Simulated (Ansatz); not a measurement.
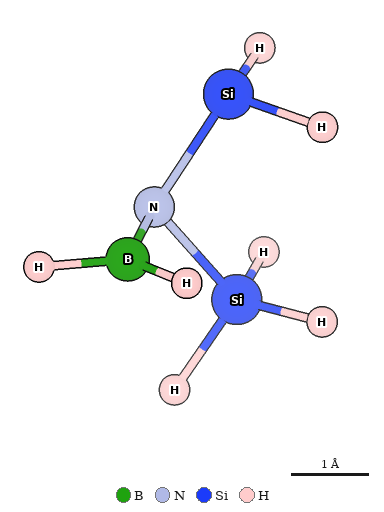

BSi$_{2}$NH$_{7}$ (multiplicity 2) (coarse preliminary run), before the relaxation. A ball-and-stick model, seen from a free direction.

The start comes from a force field.

Computed with Ansatz, UKS PBE-D4/def2-SVP.

Input
```yaml
crystal:
  periodic: [false, false, false]
  atoms:
    - {symbol: B, position_ang: [-0.079500, 1.536300, 0.555700]}
    - {symbol: N, position_ang: [-0.712200, 0.184300, 0.341000]}
    - {symbol: Si, position_ang: [-1.183100, 0.026200, -1.401800]}
    - {symbol: Si, position_ang: [0.658400, -0.994700, 0.688400]}
    - {symbol: H, position_ang: [-0.624400, 2.307000, 1.306500]}
    - {symbol: H, position_ang: [0.820600, 1.959000, -0.066900]}
    - {symbol: H, position_ang: [-1.705100, -1.302400, -1.625000]}
    - {symbol: H, position_ang: [0.074300, 0.227100, -2.246300]}
    - {symbol: H, position_ang: [0.077100, -2.349400, 0.510700]}
    - {symbol: H, position_ang: [1.004900, -0.879300, 2.120100]}
    - {symbol: H, position_ang: [1.734500, -0.770900, -0.161900]}
basis:
  gaussian: {orbitals: def2-SVP}
magnetization: {spin_polarized: true, initial_magnetization: 1}
hamiltonian: {xc: pbe, dispersion: d4}
relax: {f_tol: 0.03, max_steps: 200}
```

Command:
```bash
ansatz run in.yaml --threads 4 --pin off --events-out ev --progress --plain --max-ram 10444MiB
```

> What does the optimiser find from here?

The atom that moves furthest after the best rigid fit is H8 (1.83 Å). Largest moves by element: H 1.83 Å, N 0.63 Å, Si 0.34 Å, B 0.18 Å. Among the contacts that change: Si4–H11 1.390 → 1.503 Å, B1–N2 1.508 → 1.424 Å, Si3–H7 1.445 → 1.511 Å, N2–Si4 1.841 → 1.793 Å. Among the angles between lasting bonds that change: B1–N2–Si4 103.6° → 119.3°, B1–N2–Si3 108.9° → 120.8°, Si3–N2–Si4 108.6° → 119.8°. Over 18 accepted moves (20 points after the start) the energy falls by 33.9 kcal/mol. Largest force component: 2.9 eV/Å at the start, 0.023 eV/Å at the end. The line search rejected the trial steps at points 12, 18 of the run. Cost: 35 s on 4 threads of Arm Neoverse V1 (shared host).

Step by step:

| step | E − E(0), kcal/mol | largest force component, eV/Å | note |
| --- | --- | --- | --- |
| 0 | 0.00 | 2.9047 |  |
| 1 | -6.01 | 1.1004 |  |
| 2 | -9.61 | 0.5627 |  |
| 3 | -11.82 | 0.2738 |  |
| 4 | -14.31 | 0.3675 |  |
| 5 | -17.72 | 0.5290 |  |
| 6 | -21.73 | 0.5591 |  |
| 7 | -25.95 | 0.5575 |  |
| 8 | -29.52 | 0.4265 |  |
| 9 | -31.91 | 0.3078 |  |
| 10 | -33.16 | 0.1373 |  |
| 11 | -33.54 | 0.0724 |  |
| 12 | -32.85 | 0.6280 | rejected |
| 13 | -33.65 | 0.0343 |  |
| 14 | -33.73 | 0.0645 |  |
| 15 | -33.79 | 0.1386 |  |
| 16 | -33.82 | 0.1010 |  |
| 17 | -33.86 | 0.0332 |  |
| 18 | -33.83 | 0.1428 | rejected |
| 19 | -33.87 | 0.0160 |  |
| 20 | -33.87 | 0.0233 |  |

Final geometry:

```xyz
11

B     0.0571    1.5574    0.4344
N    -0.1773    0.2158    0.0179
Si   -1.4054   -0.1550   -1.2236
Si    0.7588   -1.1146    0.7722
H    -0.5761    2.4691   -0.0706
H     0.8938    1.7819    1.2939
H    -0.9441   -1.3709   -1.9932
H    -1.5629    1.0362   -2.1315
H    -0.0715   -2.3666    0.6979
H     1.0512   -0.7742    2.2022
H     2.0419   -1.3359    0.0208
```

The end point in the same view:

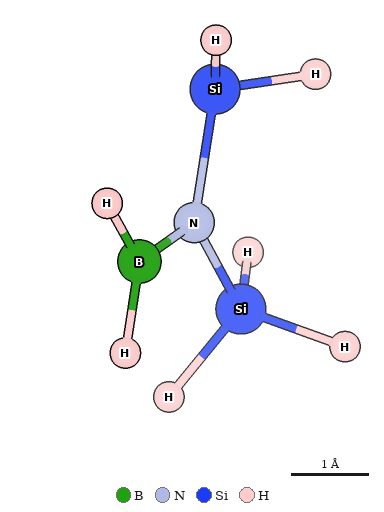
